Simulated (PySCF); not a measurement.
# AlH3 (SMILES [AlH3]) at MP2/6-31G

Aim: the energy change on altering one bond length of AlH3 at MP2/6-31G, from 2 runs. 

The calculation is run with PySCF 2.14.0.

10 further runs of the same task are left out: 10 set aside as unsound or not needed.

## (1) Starting point

AlH3 has 4 atoms, charge 0, and is taken as a singlet. SMILES: `[AlH3]`. The coordinates come from a PBE0-D4/def2-TZVP relaxation.

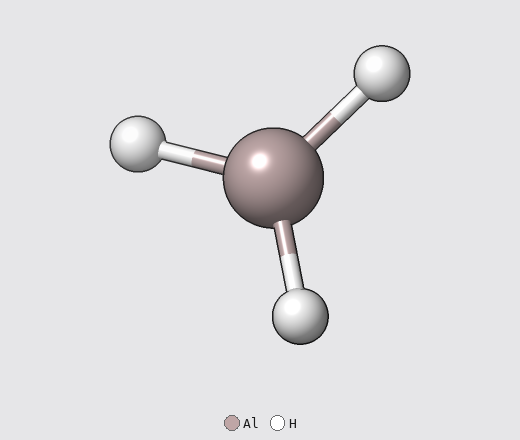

The structure, seen from a chosen angle (aluminium light grey, hydrogen white).

## (2) A single-point energy at MP2/6-31G

Contents of job.py:

```python
# [AlH3]
from pyscf import gto, mp

system = gto.M(
    atom='''
Al   0.013700  -0.014800  -0.005100
H    0.633200   0.670900   1.283600
H   -1.340800  -0.832000   0.105100
H    0.749400   0.115700  -1.403900
''',
    charge=0,
    spin=0,
    max_memory=1860,
    basis='6-31g',
    verbose=3,
)

mf = system.RHF()
mf.conv_tol = 1e-10
mf.kernel()
if not mf.converged:
    mf = mf.newton().run(mf.mo_coeff, mf.mo_occ)

pt = mp.MP2(mf, frozen=5).run()
e_final = pt.e_tot
print('E(%s) = %.9f' % ('MP2', e_final))
```

The run is started by

```console
$ OMP_NUM_THREADS=1 python job.py
```

The program printed:

```text
converged SCF energy = -243.587911349469
E(RMP2) = -243.629666552008  E_corr = -0.0417552025389623
E(SCS-RMP2) = -243.636682891  E_corr = -0.0487715415309363
E(MP2) = -243.629666552
```

Run time: 0.72 s. Hardware: 1 thread of Arm Neoverse V1, shared host; peak memory 0.12 GiB.

## (3) The distorted shape

Contents of input.py:

```python
from pyscf import gto, scf, mp

mol = gto.M(
    atom='Al -0.296059 -0.357660 -0.649469; H 0.633200 0.670900 1.283600; H -1.650559 -1.174860 -0.539269; H 0.439641 -0.227160 -2.048269',
    max_memory=1860,
    verbose=4,
    basis='6-31g',
)

mf = scf.RHF(mol)
mf.conv_tol = 1e-10
mf.kernel()
if not mf.converged:
    mf = mf.newton().run(mf.mo_coeff, mf.mo_occ)

pt = mp.MP2(mf, frozen=5).run()
etot = pt.e_tot
print('E(%s) = %.9f' % ('MP2', etot))
```

The run is started by

```console
$ OMP_NUM_THREADS=1 python input.py
```

The program printed:

```text
PySCF version 2.14.0

[INPUT] num. atoms = 4
[INPUT] num. electrons = 16
[INPUT] charge = 0
[INPUT] spin (= nelec alpha-beta = 2S) = 0
[INPUT] symmetry False subgroup None
[INPUT] Mole.unit = angstrom
[INPUT] Symbol           X                Y                Z      unit          X                Y                Z       unit  Magmom
[INPUT]  1 Al    -0.296059000000  -0.357660000000  -0.649469000000 AA   -0.559470426713  -0.675879445712  -1.227318536395 Bohr   0.0
[INPUT]  2 H      0.633200000000   0.670900000000   1.283600000000 AA    1.196574582075   1.267817256971   2.425652453492 Bohr   0.0
[INPUT]  3 H     -1.650559000000  -1.174860000000  -0.539269000000 AA   -3.119104462436  -2.220163634707  -1.019070717468 Bohr   0.0
[INPUT]  4 H      0.439641000000  -0.227160000000  -2.048269000000 AA    0.830801083130  -0.429270186456  -3.870667439437 Bohr   0.0

nuclear repulsion = 12.0670267793145
number of shells = 13
number of NR pGTOs = 58
number of NR cGTOs = 19
basis = 6-31g
ecp = {}

******** <class 'pyscf.scf.hf.RHF'> ********
method = RHF
initial guess = minao
damping factor = 0
level_shift factor = 0
DIIS = <class 'pyscf.scf.diis.CDIIS'>
diis_start_cycle = 1
diis_space = 8
diis_damp = 0
SCF conv_tol = 1e-10
SCF conv_tol_grad = None
SCF max_cycles = 50
direct_scf = True
direct_scf_tol = 1e-13
Set gradient conv threshold to 1e-05
Initial guess from minao.
init E= -243.071232629845
  HOMO = -0.247353152132537  LUMO = -0.00285233488221781  gap/eV = 6.65321
cycle= 1 E= -243.501298876657  delta_E= -0.43  |g|= 0.159  |ddm|= 1.35
  HOMO = -0.337355355452218  LUMO = -0.00193751105024598  gap/eV = 9.12718
cycle= 2 E= -243.520120254538  delta_E= -0.0188  |g|= 0.0347  |ddm|= 0.327
  HOMO = -0.352008241338651  LUMO = 0.0164928218149627  gap/eV = 10.02742
cycle= 3 E= -243.521215786693  delta_E= -0.0011  |g|= 0.00836  |ddm|= 0.0845
  HOMO = -0.350978859011493  LUMO = 0.0148409536517933  gap/eV = 9.95446
cycle= 4 E= -243.521286152252  delta_E= -7.04e-05  |g|= 0.000624  |ddm|= 0.0267
  HOMO = -0.350820894892407  LUMO = 0.0146885227298232  gap/eV = 9.94602
cycle= 5 E= -243.521286516557  delta_E= -3.64e-07  |g|= 9.97e-05  |ddm|= 0.00235
  HOMO = -0.350861629220898  LUMO = 0.0146821586781827  gap/eV = 9.94695
cycle= 6 E= -243.521286527097  delta_E= -1.05e-08  |g|= 9.1e-06  |ddm|= 0.000482
  HOMO = -0.350858721331342  LUMO = 0.0146833387975447  gap/eV = 9.94691
cycle= 7 E= -243.521286527177  delta_E= -8.03e-11  |g|= 9.11e-07  |ddm|= 4.22e-05
  HOMO = -0.35085888784703  LUMO = 0.0146833953816861  gap/eV = 9.94691
Extra cycle  E= -243.521286527178  delta_E= -5.12e-13  |g|= 2.98e-07  |ddm|= 3.48e-06
converged SCF energy = -243.521286527178

******** <class 'pyscf.mp.mp2.RMP2'> ********
nocc = 3, nmo = 14
frozen orbitals 5
E(RMP2) = -243.56956537887  E_corr = -0.0482788516921517
E(SCS-RMP2) = -243.577802649043  E_corr = -0.0565161218656678
E_corr(same-spin) = -0.00163673095951638
E_corr(oppo-spin) = -0.0466421207326353
E(MP2) = -243.569565379
```

It took 0.74 s on 1 thread of Arm Neoverse V1, shared host; peak memory 0.12 GiB.

## (4) Results

Level: MP2/6-31G, 5 core orbitals frozen.

| quantity | value |
| --- | --- |
| first shape: total energy | -243.62967 Eh |
| first shape: dipole moment (Hartree–Fock density) | 0.00 D |
| first shape: HOMO energy (Hartree–Fock orbitals) | -11.66 eV |
| first shape: LUMO energy (Hartree–Fock orbitals) | 0.76 eV |
| first shape: HOMO–LUMO gap (Hartree–Fock orbitals) | 12.42 eV |
| first shape: correlation energy (5 core orbitals frozen) | -41.8 mEh |
| distorted shape: total energy | -243.56957 Eh |
| distorted shape: dipole moment (Hartree–Fock density) | 1.83 D |
| distorted shape: HOMO energy (Hartree–Fock orbitals) | -9.55 eV |
| distorted shape: LUMO energy (Hartree–Fock orbitals) | 0.40 eV |
| distorted shape: HOMO–LUMO gap (Hartree–Fock orbitals) | 9.95 eV |
| distorted shape: correlation energy (5 core orbitals frozen) | -48.3 mEh |
| energy change with the Al1–H2 bond stretched from 1.586 to 2.379 Å | 1.635 eV |

**Reading.** One bond (distorted shape) is far stretched, which a spin-restricted single reference describes badly; perturbation theory on it can break down and give far too much correlation. With the Al1–H2 bond stretched from 1.586 to 2.379 Å the energy rises by 1.64 eV (38 kcal/mol). The first shape isn't relaxed at this level, so the change isn't measured from a minimum. A restricted reference can't describe the breaking bond well at this length.
